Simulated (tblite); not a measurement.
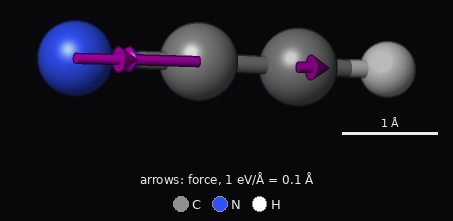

Starting geometry of C₂HN (multiplicity 3) with the computed forces as purple arrows. The picture is a ball-and-stick view, seen from a free direction.

Theory: GFN2-xTB geometry optimisation, gas phase (tblite 0.8.0). 

### What follows when this structure is relaxed?

It isn't relaxed: the largest force vector, on a C atom, is 10.72 eV/Å. The final displacements follow the starting forces only in part (cosine between the two patterns 0.84). After 11 geometry steps the energy has fallen by 1.568 eV. The largest move after the best rigid fit is that of the N atom, 0.17 Å. Largest moves by element: N 0.17 Å, C 0.10 Å, H 0.04 Å. Among the contacts that change: C–N 1.471 → 1.198 Å, C–C 1.190 → 1.271 Å, C–H 1.072 → 1.050 Å. The run took 0.02 s on 1 thread of Arm Neoverse V2, on a shared host.
